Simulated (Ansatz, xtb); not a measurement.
**A ladder of methods for CH2BN (BH2(CN))**

The species is CH2BN (5 atoms), meant as a singlet with charge 0. As SMILES, `[H]B([H])C#N`. The shape is that of a GFN2-xTB optimisation.

Each level gives the electronic atomisation energy (eV). The values are calculated. Electronic energies at fixed atoms, without zero-point motion or spin-orbit coupling.

```json
{"level": "GFN2-xTB", "kind": "semi-empirical", "program": "xtb", "value (eV)": "30.24", "less CCSDT/STO-3G": "+9.02", "CPU time (all runs)": "under 2 s"}
{"level": "HF/STO-3G", "kind": "Hartree–Fock", "program": "Ansatz", "value (eV)": "17.49", "less CCSDT/STO-3G": "-3.73", "CPU time (all runs)": "0.14 s"}
{"level": "revPBE/STO-3G", "kind": "GGA", "program": "Ansatz", "value (eV)": "24.65", "less CCSDT/STO-3G": "+3.43", "CPU time (all runs)": "1.4 s"}
{"level": "r2SCAN/STO-3G", "kind": "meta-GGA", "program": "Ansatz", "value (eV)": "24.42", "less CCSDT/STO-3G": "+3.20", "CPU time (all runs)": "4.3 s"}
{"level": "BHLYP/STO-3G", "kind": "global hybrid", "program": "Ansatz", "value (eV)": "23.12", "less CCSDT/STO-3G": "+1.90", "CPU time (all runs)": "1.1 s"}
{"level": "wB97X/STO-3G", "kind": "range-separated hybrid", "program": "Ansatz", "value (eV)": "24.06", "less CCSDT/STO-3G": "+2.84", "CPU time (all runs)": "4.9 s"}
{"level": "B2PLYP/STO-3G", "kind": "double hybrid", "program": "Ansatz", "value (eV)": "23.32", "less CCSDT/STO-3G": "+2.10", "CPU time (all runs)": "1.4 s"}
{"level": "MP2/STO-3G", "kind": "perturbation theory", "program": "Ansatz", "value (eV)": "21.56", "less CCSDT/STO-3G": "+0.34", "CPU time (all runs)": "0.16 s"}
{"level": "CCSDT/STO-3G", "kind": "coupled cluster or CI", "program": "Ansatz", "value (eV)": "21.22", "less CCSDT/STO-3G": "0.00", "CPU time (all runs)": "0.86 s"}
{"level": "CCSDTQ/STO-3G", "kind": "coupled cluster or CI", "program": "Ansatz", "value (eV)": "21.27", "less CCSDT/STO-3G": "+0.05", "CPU time (all runs)": "8 s"}
```

Differences are taken from CCSDT/STO-3G for orientation; it has basis-set and higher-order errors of its own. The values span 17.49 to 30.24 eV. The xTB rows lack spin polarisation, so open shells miss the exchange term that lowers them. All rows use very small basis sets, so even the best lies far from the true value. CPU times are rough (shared hosts, several kinds of processor): they show what a rung costs within a factor of a few.

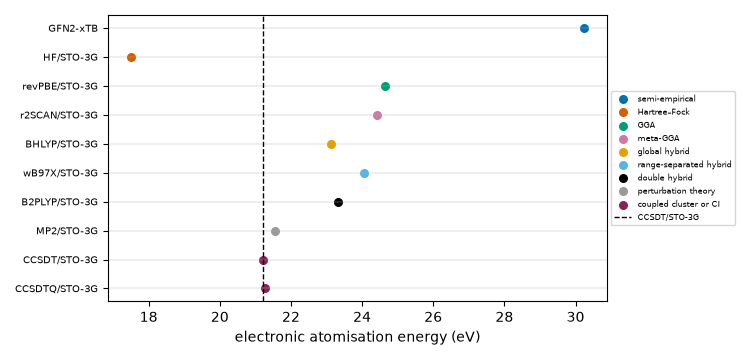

The values of the table, level by level.
